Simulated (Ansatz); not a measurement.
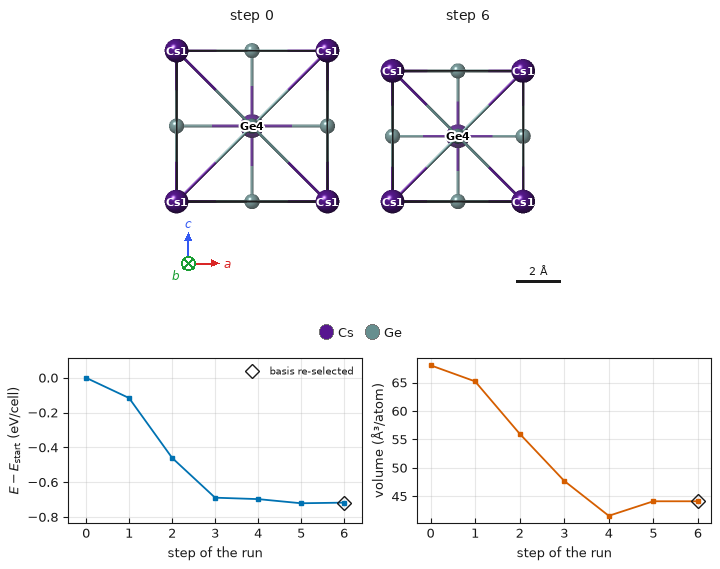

First and last geometry of a relaxation of solid Cs2Ge3 (a generated structure, set up in Pm-3m) (coarse preliminary run), with the history of the run. Style: ball-and-stick. Shown: the cell of the calculation, along the b axis.

Computed with DFT PBE, scalar-relativistic, plane waves, PAW (Ansatz 0.2.0). Settings: plane-wave cutoff 420 eV; k-point mesh 4 × 4 × 4; occupations gaussian; smearing width 0.1 eV; no spin polarisation; cell and atoms relaxed; force threshold 0.04 eV/Å; at most 70 steps.

Q: Read the history and describe the run.

A: It converged. The atoms keep their places relative to the cell (all moves are under 0.005 Å). The volume changes by −35.1 %, with a = b = c 6.981 → 6.043 Å (−13.4 %). Some distances before and after: Cs–Ge 4.936 → 4.273 Å, Cs–Ge 3.491 → 3.021 Å. The space group stays Pm-3m (No. 221). The energy falls by 0.717 eV per cell of the calculation in 5 accepted moves (6 points after the start). All forces vanish by symmetry, so only the cell relaxes. Pressure: −1.33 GPa at the start and 0.02 GPa at the end. At 1 point the geometry stayed and the basis and grid were re-selected for the new cell (energy shift of 3.6 meV per cell of the calculation at most each time). The run took 51 s on 1 thread of Intel(R) Xeon(R) Platinum 8488C (Sapphire Rapids) (shared host), peak memory 0.68 GiB.

```tsv
step	E − E(0), meV/atom	pressure, GPa	volume, Å³/atom	note
0	0.00	-1.33	68.044	
1	-23.23	-1.29	65.213	
2	-91.94	-1.08	56.010	
3	-137.75	-0.54	47.716	
4	-139.38	0.63	41.573	
5	-144.15	0.02	44.128	
6	-143.43	0.02	44.128	same geometry, new basis
```
